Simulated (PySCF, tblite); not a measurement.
**C₂H₇NSi, a small gas-phase stand-in for a defect centre: NMR shifts, core binding energies and electronic excitations, part 1 of 2**

Wanted: the NMR shifts, core binding energies and electronic excitations for `N[C]C[SiH3]`. It is drawn as: twofold C.

Programs: tblite 0.8.0 and PySCF 2.14.0. All values are calculated, for the isolated system unless a continuum is named. Atoms count from 0, parts from 1.

## 1. Starting point

11 atoms, charge 0, multiplicity 1; geometry: distance geometry start.

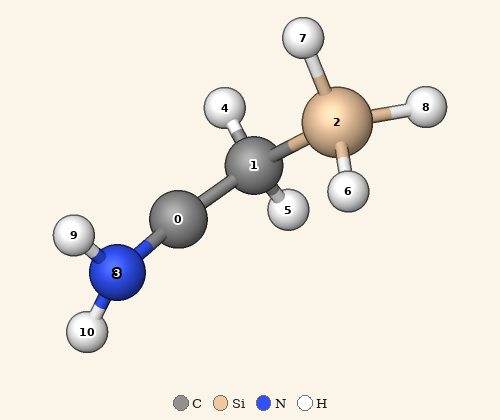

The starting geometry (carbon grey, silicon light orange, nitrogen blue, hydrogen white), atoms numbered.

## 2. Relaxing the cluster with GFN2-xTB

Job settings and geometry (Å):

```
{"job": {"kind": "relax", "xc": "GFN2-xTB", "basis": "xTB"}, "charge": 0, "multiplicity": 1}
C     -1.503486    -1.061347    -1.459484
C     -0.436331    -0.148214    -1.898527
Si    -0.532667     1.420604    -0.940187
N     -2.562287    -1.778572    -0.798917
H     -0.570700     0.069980    -2.904892
H      0.481697    -0.613467    -1.734816
H     -0.909179     1.135596     0.405152
H     -1.479356     2.275926    -1.533651
H      0.739102     2.037619    -0.922832
H     -3.516263    -1.483155    -0.994738
H     -2.438139    -2.805487    -0.731334
```

With the program's defaults for keys left out, this is: GFN2-xTB geometry optimisation, gas phase.

Launch:

```console
$ OMP_NUM_THREADS=1 python cluster_run.py task.json out
```

This one command runs all jobs of the session in turn.

What it wrote:

```text
step      E/eV     max force
  0    -334.71827    5.363
  1    -335.41397    2.245
  2    -335.59062    1.626
  3    -335.65613    0.989
  4    -335.71297    0.984
  5    -335.82142    1.621
  6    -335.94230    1.978
  7    -336.06341    1.948
  8    -336.36122    1.927
  9    -336.58437    1.862
 10    -336.72149    1.493
 11    -336.87436    1.229
 12    -336.95338    1.417
 13    -337.05995    1.102
 14    -337.15489    0.774
 15    -337.23286    0.762
 16    -337.27638    0.591
 17    -337.30877    0.648
 18    -337.33940    0.451
 19    -337.36678    0.537
 20    -337.38420    0.388
 21    -337.39692    0.456
 22    -337.40737    0.326
 23    -337.41736    0.344
 24    -337.42745    0.237
 25    -337.43186    0.254
 26    -337.43770    0.243
 27    -337.44374    0.288
 28    -337.45050    0.291
 29    -337.45697    0.338
 30    -337.46431    0.349
 31    -337.47278    0.329
 32    -337.48171    0.283
 33    -337.48840    0.177
 34    -337.49323    0.194
 35    -337.49809    0.193
 36    -337.50346    0.267
 37    -337.50766    0.205
 38    -337.51119    0.231
 39    -337.51340    0.167
 40    -337.51552    0.169
 41    -337.51751    0.134
 42    -337.52021    0.128
 43    -337.52146    0.119
 44    -337.52308    0.105
 45    -337.52500    0.092
 46    -337.52703    0.087
 47    -337.52836    0.184
 48    -337.52919    0.098
 49    -337.53019    0.094
 50    -337.53146    0.079
 51    -337.53218    0.068
 52    -337.53351    0.074
 53    -337.53437    0.071
 54    -337.53513    0.073
 55    -337.53597    0.082
 56    -337.53721    0.087
 57    -337.53855    0.144
 58    -337.54009    0.188
 59    -337.54192    0.191
 60    -337.54379    0.131
 61    -337.54505    0.120
 62    -337.54571    0.076
 63    -337.54626    0.086
 64    -337.54699    0.109
 65    -337.54785    0.080
 66    -337.54872    0.151
 67    -337.54926    0.084
 68    -337.54969    0.044
 69    -337.54999    0.029
 70    -337.55013    0.031
 71    -337.55022    0.023
 72    -337.55031    0.026
 73    -337.55047    0.036
 74    -337.55065    0.040
 75    -337.55080    0.034
 76    -337.55089    0.029
 77    -337.55097    0.031
 78    -337.55113    0.039
 79    -337.55147    0.050
 80    -337.55210    0.058
 81    -337.55293    0.065
 82    -337.55362    0.074
 83    -337.55432    0.066
 84    -337.55493    0.071
 85    -337.55557    0.092
 86    -337.55679    0.130
 87    -337.55897    0.221
 88    -337.56210    0.236
 89    -337.56565    0.173
 90    -337.56949    0.174
 91    -337.57237    0.219
 92    -337.57499    0.128
 93    -337.57725    0.106
 94    -337.57981    0.094
 95    -337.58101    0.130
 96    -337.58213    0.111
 97    -337.58324    0.119
 98    -337.58410    0.104
 99    -337.58448    0.097
100    -337.58517    0.062
101    -337.58561    0.056
102    -337.58612    0.059
103    -337.58638    0.040
104    -337.58654    0.027
105    -337.58664    0.023
106    -337.58674    0.023
107    -337.58685    0.021
108    -337.58694    0.021
109    -337.58701    0.017
110    -337.58705    0.016
111    -337.58708    0.012
112    -337.58710    0.010
113    -337.58711    0.007
```

Run time: 1.6 s. Hardware: 1 thread of Arm Neoverse V1, shared host.

Relaxation path:

```csv
step,energy from step 0 (eV),largest force (eV/Å)
0,0.0000,5.3632
4,-0.9947,0.9840
8,-1.6429,1.9276
12,-2.2351,1.4176
16,-2.5581,0.5904
20,-2.6659,0.3883
24,-2.7092,0.2371
28,-2.7322,0.2916
32,-2.7634,0.2837
36,-2.7852,0.2671
40,-2.7972,0.1692
44,-2.8048,0.1048
48,-2.8109,0.0980
52,-2.8152,0.0744
56,-2.8189,0.0863
60,-2.8255,0.1316
64,-2.8287,0.1086
68,-2.8314,0.0439
72,-2.8320,0.0262
76,-2.8326,0.0296
80,-2.8338,0.0580
84,-2.8367,0.0703
88,-2.8438,0.2355
92,-2.8567,0.1276
96,-2.8639,0.1109
100,-2.8669,0.0612
104,-2.8683,0.0272
108,-2.8687,0.0210
112,-2.8688,0.0100
113,-2.8688,0.0071
```

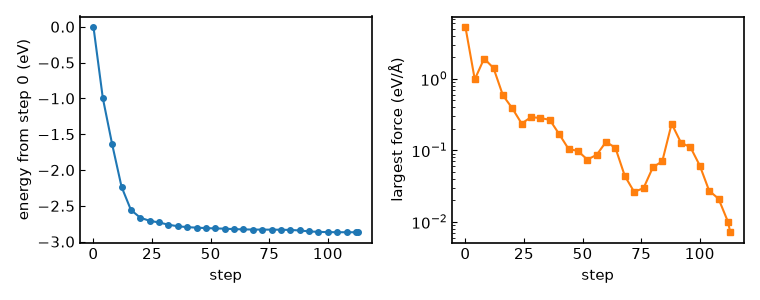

Energy and force, step by step.

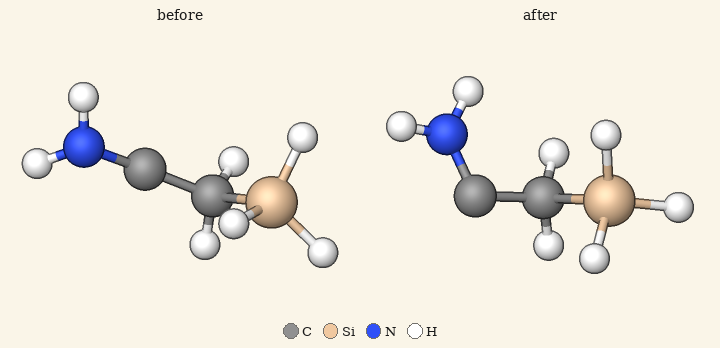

Before and after, at one scale.

Close pairs (by a distance rule), those that changed most:

```csv
bond,before (Å),after (Å),change (Å)
C0–N3,1.439,1.309,-0.131
C1–Si2,1.841,1.914,+0.073
C1–H4,1.038,1.102,+0.064
Si2–H7,1.407,1.468,+0.061
Si2–H8,1.414,1.467,+0.053
C1–H5,1.042,1.089,+0.047
Si2–H6,1.426,1.459,+0.033
N3–H10,1.037,1.009,-0.027
```

## 3. Relaxing the molecule at PBE0-D3(BJ)/def2-SVP

Job settings and geometry (Å):

```
{"job": {"xc": "PBE0", "basis": "def2-SVP", "d3": "d3bj", "grid": 2, "kind": "geom", "shake": 0.01}, "charge": 0, "multiplicity": 1}
C     -0.060142    -1.227313     0.441143
C      0.671150    -0.287974    -0.436798
Si     0.554161     1.412820     0.432539
N     -1.237733    -1.483377    -0.030730
H      0.290651    -0.208454    -1.475417
H      1.721481    -0.571261    -0.470366
H      1.066057     1.299960     1.813798
H     -0.805051     1.877566     0.429840
H      1.386087     2.375600    -0.299052
H     -1.647511    -1.145696    -0.912303
H     -1.906461    -2.070373     0.517644
```

What it wrote:

```text
step   0  E = -424.11837581  max force = 0.035183
step   1  E = -424.12181714  max force = 0.011228
step   2  E = -424.12202457  max force = 0.003841
step   3  E = -424.12208236  max force = 0.002405
step   4  E = -424.12212847  max force = 0.000576
step   5  E = -424.12215185  max force = 0.000552
step   6  E = -424.12220011  max force = 0.000920
step   7  E = -424.12221782  max force = 0.000874
step   8  E = -424.12223089  max force = 0.000599
step   9  E = -424.12223618  max force = 0.000222
optimisation converged
```

Wall time 42 s (1 thread of Arm Neoverse V1, shared host); peak memory 0.5 GiB.

The steps of the relaxation:

```csv
step,energy from step 0 (eV),largest force component (eV/Å)
0,0.0000,1.8092
1,-0.0936,0.5774
2,-0.0993,0.1975
3,-0.1009,0.1237
4,-0.1021,0.0296
5,-0.1028,0.0284
6,-0.1041,0.0473
7,-0.1045,0.0449
8,-0.1049,0.0308
9,-0.1050,0.0114
```

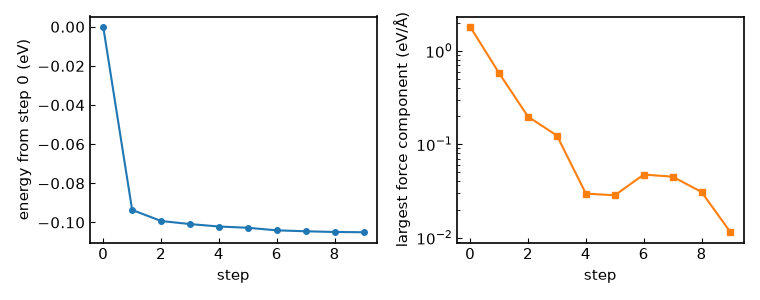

Energy and force, step by step.

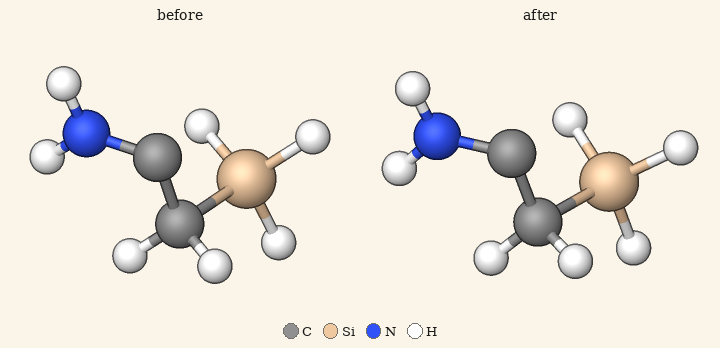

The geometry before (left) and after (right).

Distances of close pairs at the start and the end, largest changes first:

```csv
bond,before (Å),after (Å),change (Å)
Si2–H7,1.436,1.494,+0.058
N3–H10,1.045,1.016,-0.030
Si2–H8,1.468,1.497,+0.029
C1–H5,1.088,1.103,+0.015
C1–Si2,1.914,1.900,-0.013
Si2–H6,1.477,1.490,+0.013
C0–N3,1.294,1.307,+0.012
C1–H4,1.109,1.116,+0.007
```

The end geometry stands in the next job.

```csv
at the end point,value
point group (found at 0.08 Å tolerance),C1
"rotational constants (GHz, main isotopes)","16.349, 2.921, 2.781"
dipole moment (D),2.81
```

## 4. Shielding tensors: PBE0/pcSseg-2

Job settings and geometry (Å):

```
{"job": {"kind": "nmr", "xc": "PBE0", "basis": "pcSseg-2"}, "charge": 0, "multiplicity": 1}
C     -0.204433    -1.166529     0.472250
C      0.622116    -0.281056    -0.369109
Si     0.624862     1.411157     0.495248
N     -1.326908    -1.509387    -0.102014
H      0.319108    -0.166896    -1.437346
H      1.681435    -0.587317    -0.327677
H      1.290464     1.323015     1.825404
H     -0.772128     1.913938     0.665853
H      1.370306     2.384251    -0.363903
H     -1.597954    -1.240886    -1.059926
H     -2.005620    -2.082604     0.390242
```

With the program's defaults for keys left out, this is: GIAO PBE0/pcSseg-2 NMR shielding, non-relativistic, gas phase.

What it wrote:

```text
coarse grid: 9200 points
cycle   1  E = -424.3346009458  dE =  1.891e-01  |g| = 3.533e-01  |ddm| = 2.267e+00
cycle   2  E = -424.3199337804  dE =  1.467e-02  |g| = 4.169e-01  |ddm| = 8.327e-01
cycle   3  E = -424.3677251803  dE = -4.779e-02  |g| = 6.573e-02  |ddm| = 4.956e-01
cycle   4  E = -424.3684890600  dE = -7.639e-04  |g| = 3.211e-02  |ddm| = 5.338e-02
cycle   5  E = -424.3686919726  dE = -2.029e-04  |g| = 6.609e-03  |ddm| = 2.062e-02
cycle   6  E = -424.3687017432  dE = -9.771e-06  |g| = 1.216e-03  |ddm| = 5.419e-03
final grid: 82944 points
cycle   7  E = -424.3742553760  dE = -4.767e-05  |g| = 6.850e-03  |ddm| = 2.754e-02
cycle   8  E = -424.3742487627  dE =  6.613e-06  |g| = 8.752e-03  |ddm| = 1.161e-02
cycle   9  E = -424.3742665363  dE = -1.777e-05  |g| = 5.239e-04  |ddm| = 6.314e-03
cycle  10  E = -424.3742665668  dE = -3.052e-08  |g| = 3.810e-04  |ddm| = 5.816e-04
cycle  11  E = -424.3742666003  dE = -3.346e-08  |g| = 4.436e-05  |ddm| = 2.902e-04
cycle  12  E = -424.3742666007  dE = -3.836e-10  |g| = 1.437e-05  |ddm| = 5.190e-05
converged SCF energy = -424.3742666007

GIAO shielding tensors (ppm)
atom      isotropic    diamagn.    paramagn.     s11        s22        s33       span
  0 C     -172.553     254.774    -427.327   -589.709    -99.612    171.663    761.372
  1 C      137.664     247.501    -109.837    108.418    121.802    182.771     74.353
  2 Si     409.535     878.069    -468.533    373.767    403.407    451.432     77.665
  3 N       76.243     317.282    -241.039    -52.865    131.524    150.071    202.936
  4 H       29.160      31.789      -2.629     25.714     28.482     33.283      7.569
  5 H       27.495      30.035      -2.540     24.345     26.874     31.266      6.921
  6 H       26.796      28.474      -1.678     24.187     25.089     31.112      6.926
  7 H       27.929      29.278      -1.350     24.631     26.593     32.562      7.931
  8 H       27.140      28.585      -1.445     24.904     25.000     31.515      6.611
  9 H       22.655      31.002      -8.347     17.964     22.159     27.841      9.877
 10 H       23.278      29.352      -6.074     19.423     22.308     28.103      8.679
```

It took 25 s on 1 thread of Arm Neoverse V1, shared host; peak memory 1.1 GiB.

Shifts follow as δ = σ(reference) − σ, with reference shieldings (ppm) from runs at the same level and on the same kind of geometry: ¹H TMS 31.25, ¹³C TMS 184.1, ²⁹Si TMS 341.3, ¹⁵N NH3 261.7. The references are single molecules in the gas phase, so shifts against H2O, NH3, PH3, H3PO4 or CFCl3 are not on the usual liquid scales and can be off by tens of ppm.

```csv
atoms,environment,σ (ppm),δ (ppm)
C0,"carbon bonded to C, N",-172.6,356.7
C1,"carbon bonded to C, Si, 2 H",137.7,46.5
H9,hydrogen on a nitrogen bonded to C,22.65,8.59
H10,hydrogen on a nitrogen bonded to C,23.28,7.97
H6,hydrogen on a silicon bonded to C,26.80,4.45
H8,hydrogen on a silicon bonded to C,27.14,4.11
H5,"hydrogen on a carbon bonded to C, Si",27.50,3.75
H7,hydrogen on a silicon bonded to C,27.93,3.32
H4,"hydrogen on a carbon bonded to C, Si",29.16,2.09
Si2,"silicon bonded to C, 3 H",409.5,-68.3
N3,"nitrogen bonded to C, 2 H",76.2,185.4
```

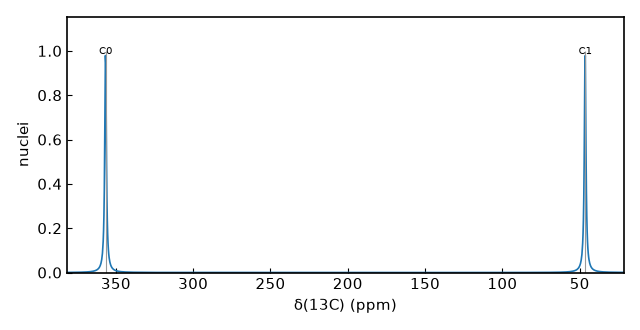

¹³C lines at the computed shifts, without couplings. Lines are broadened to a width of 1 ppm (Lorentzian).

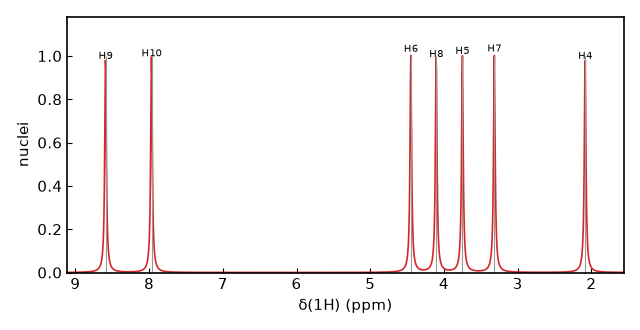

¹H lines at the computed shifts, without couplings. Lines are broadened to a width of 0.03 ppm (Lorentzian).

Charges from the same density, by scheme (e):

```csv
atoms,Mulliken,IAO,Hirshfeld,ESP fit
C0,-0.10,-0.15,-0.11,-0.63
C1,-0.23,-0.55,-0.18,0.07
Si2,0.55,0.63,0.31,0.11
N3,-0.23,-0.37,-0.14,0.01
```

ESP fit charges:

```csv
atom,value (e)
C0,-0.63
C1,0.07
Si2,0.11
N3,0.01
H4,0.03
H5,0.13
H6,-0.02
H7,-0.01
H8,-0.07
H9,0.16
H10,0.21
```

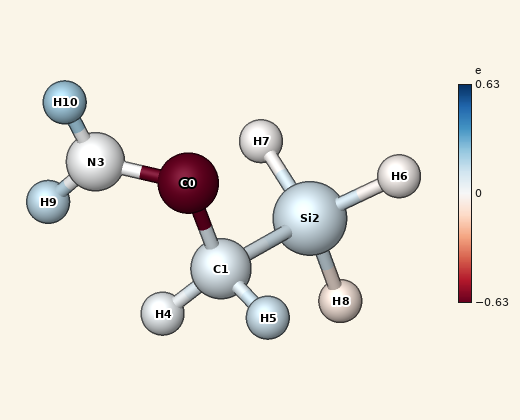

ESP fit charges, as colours on the atoms.

Mayer bond orders: C0–C1 0.95, C1–Si2 0.86, C0–N3 1.52.

(Continued in part 2 of 2.)
